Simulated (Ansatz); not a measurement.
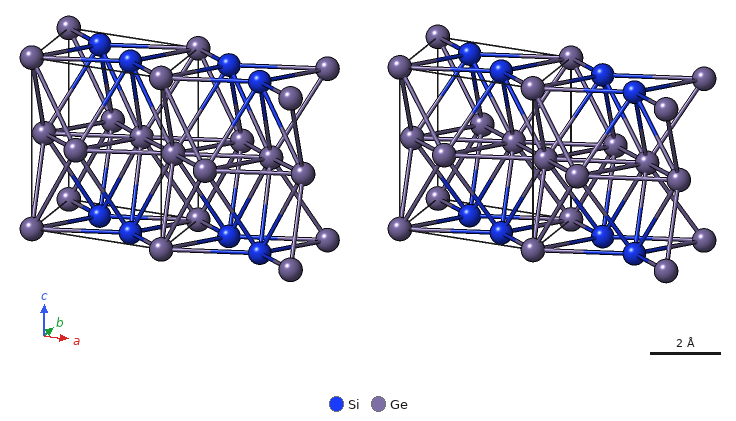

Two geometries of crystalline SiGe2 (a generated structure, set up in P-62m), drawn at one scale. One is the start of a relaxation, the other its converged end. Style: ball-and-stick. Shown: the cell of the calculation, repeated 2 × 1 × 1 with one cell outlined, slightly off an axis.

Theory: DFT PBE, scalar-relativistic, plane waves, PAW (Ansatz). Set-up: plane-wave cutoff 420 eV; k-point mesh 12 × 12 × 8; occupations gaussian; smearing width 0.1 eV; no spin polarisation; cell and atoms relaxed; force threshold 0.01 eV/Å; at most 80 steps.

Q: Which geometry has the lower energy?

A: The left one is the relaxed one. Over 7 accepted moves (10 points after the start) the energy falls by 11.0 meV per atom. Largest force component: 0.23 eV/Å at the start, 0.00085 eV/Å at the end. Pressure: −0.02 GPa at the start and 0.02 GPa at the end. The line search rejected the trial steps at points 4, 6 of the run. At 1 point the geometry stayed and the basis and grid were re-selected for the new cell (energy shift of 0.1 meV per atom at most each time). The largest moves relative to the cell, 0.030 Å, are those of Ge atoms. Si stays in place. The volume changes by +0.1 %, with a = b 5.142 → 4.996 Å (−2.8 %), c 4.697 → 4.980 Å (+6.0 %). Near-neighbour distances that change, for instance: Ge–Ge 2.969 → 2.859 Å, Ge–Ge 2.907 → 3.012 Å, Ge–Si 2.969 → 2.885 Å, Ge–Si 2.907 → 2.988 Å. The space group stays P-62m (No. 189). The run took 7.1 min on 1 thread of Arm Neoverse V1, with other jobs on the host, peak memory 0.55 GiB.
